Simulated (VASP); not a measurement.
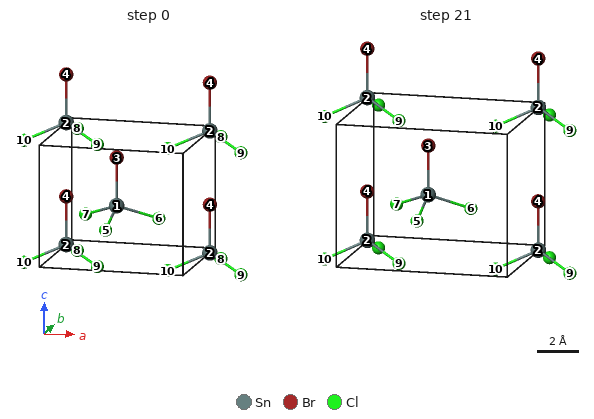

The structure of a crystal of SnBrCl3 (a generated structure, set up in Pmn2_1) before (left) and after (right) a relaxation, at one scale.

The picture is a ball-and-stick view of the cell of the calculation, seen slightly off an axis.

The run lets cell and atoms move.

Computed with VASP 6.6.1, Kohn-Sham DFT of a periodic cell, PBE, VASP PAW PBE potentials, recommended.

Input
```
SYSTEM = SnBrCl3
PREC     = Normal         ! precision mode
ENCUT    = 520            ! plane-wave cutoff, eV
EDIFF    = 1E-4           ! SCF threshold, eV
ISMEAR   = 0              ! smearing method
SIGMA    = 0.15           ! smearing width, eV
LREAL    = Auto         
LASPH    = .TRUE.         ! aspherical terms in the spheres
NELM     = 60             ! most SCF steps
ALGO     = Fast           ! electronic algorithm
ISIF     = 3              ! what is computed and relaxed
LWAVE    = .FALSE.        ! write WAVECAR
LCHARG   = .FALSE.        ! write CHGCAR
GGA      = PE             ! functional
IBRION   = 2              ! ionic algorithm
NSW      = 24             ! ionic steps
EDIFFG   = -0.08          ! ionic threshold
```

Command:
```bash
cat potpaw_PBE.64/Sn_d/POTCAR potpaw_PBE.64/Br/POTCAR potpaw_PBE.64/Cl/POTCAR > POTCAR
mpirun -np 1 vasp_std > vasp.out
```

What changed between the two?

Over 21 geometry steps the energy falls by 0.965 eV per cell of the calculation. The largest force component goes from 0.46 to 0.073 eV/Å. Pressure: 4.56 GPa at the start and −0.06 GPa at the end. The largest moves relative to the cell, 0.38 Å, are those of Cl6, Cl7, Cl9 and Cl10. Cl9 goes along [−2 1 1]. Largest moves by element: Cl 0.38 Å, Br 0.34 Å, Sn 0.04 Å. The volume changes by +60.8 %, with a 7.300 → 8.689 Å (+19.0 %), b 6.300 → 7.270 Å (+15.4 %), c 6.150 → 7.197 Å (+17.0 %). Among the contacts that change: Sn1–Cl5 2.280 → 2.325 Å, Sn1–Br3 2.429 → 2.468 Å. Among the angles between lasting bonds that change: Br3–Sn1–Cl5 109.5° → 112.1°. The space group stays Pmn2_1 (No. 31). The volume changes by over a tenth within one run on a fixed set of plane waves, so the end point should be relaxed again from the new cell.

Limits of the set-up: layers or molecules are held without a dispersion correction, so their spacing is unreliable.
